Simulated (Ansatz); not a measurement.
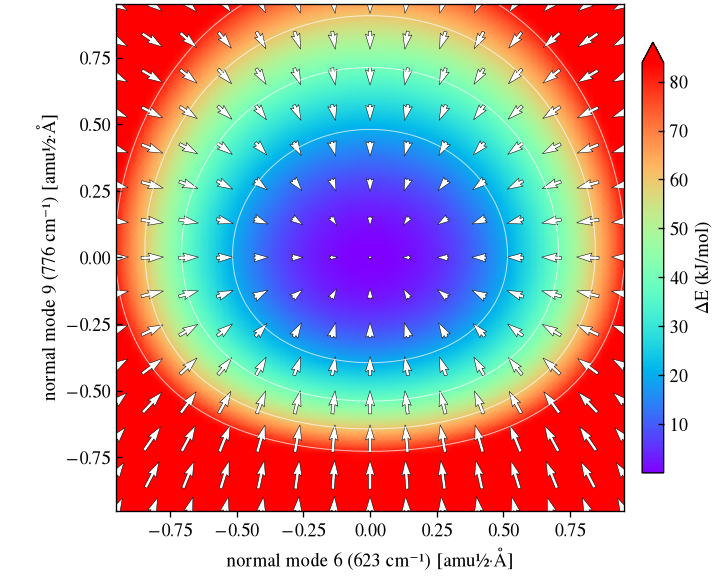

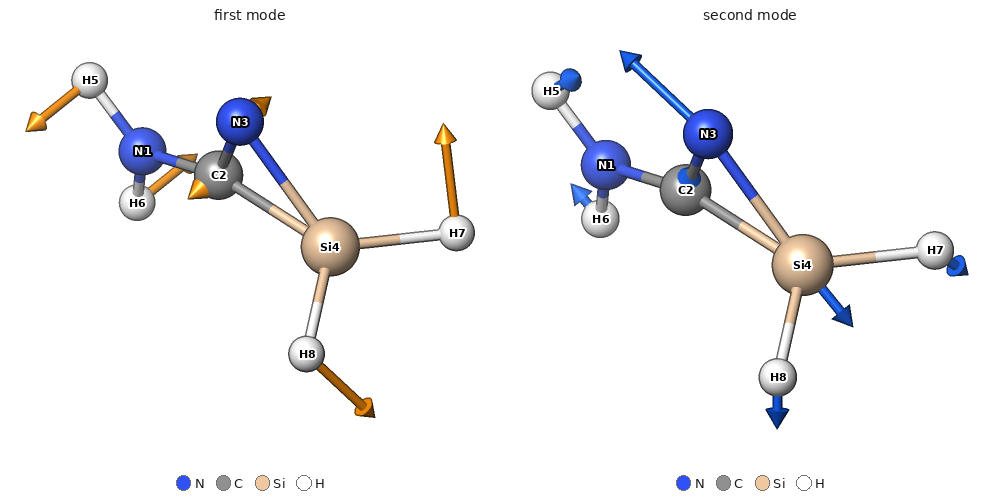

Energy landscape of CH₄N₂Si, SMILES NC1=N[SiH2]1. First axis: normal mode 6 (623 cm⁻¹). Second axis: normal mode 9 (776 cm⁻¹). Nothing is relaxed (straight displacements along the two mass-weighted modes). The grid has 15 × 15 points. Points are written as (first, second). Energies are in kJ/mol, from the lowest grid point. Method: RKS PBE0-D4/def2-TZVP in Ansatz.

Drawn: a smooth colour map with a few white contour lines, arrows along the force (downhill), their lengths compressed, one colour for all values above the top of the scale. Between grid points the surface is interpolated. The second picture is the structure at the lowest point

Where are the wells?

Answer. The lowest grid point is at (0.000 amu½·Å, 0.000 amu½·Å). No other kind of well shows on this grid. The highest grid point, (−0.953 amu½·Å, −0.951 amu½·Å), lies 237 kJ/mol above the lowest.

Each point was launched as `ansatz run input.yaml --threads 1 --pin off --max-ram 2560MiB --backend cpu --events-out ev --progress --plain --runs-dir out`. Time for the 225 points that were run: 12 min on 1 thread of Intel(R) Xeon(R) 6975P-C (Granite Rapids) (shared host).
